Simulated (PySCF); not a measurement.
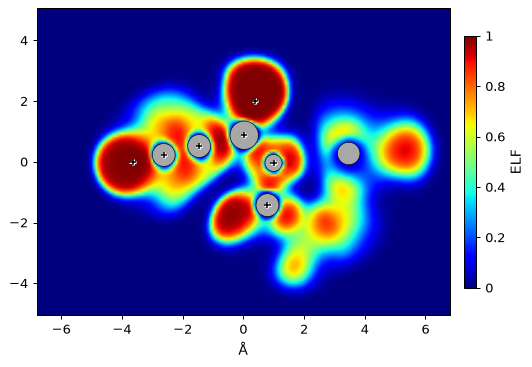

The electron localisation function on a plane through atoms (crosses mark nuclei in the plane; grey discs cover the cores).

Computed with PBE0/pcSseg-1, SCF density, gas phase, non-relativistic in PySCF.

Candidates:
A. C$_{2}$H$_{14}$Si$_{4}$ (SMILES CC[Si]([SiH3])([SiH3])[SiH3])
B. C$_{5}$H$_{9}$BOSi (SMILES C#CBOC/C=C\[SiH3])

Q: Which candidate gave the map?

A: Candidate B: C$_{5}$H$_{9}$BOSi on the plane of atoms O4, B3 and H10, which holds C, B, O and H. C–C (1.20 Å): the ELF peaks at about 0.85 between the atoms; a short, multiple covalent bond. B–O (1.33 Å): the ELF peaks at about 0.90 between the atoms; a polar covalent bond.
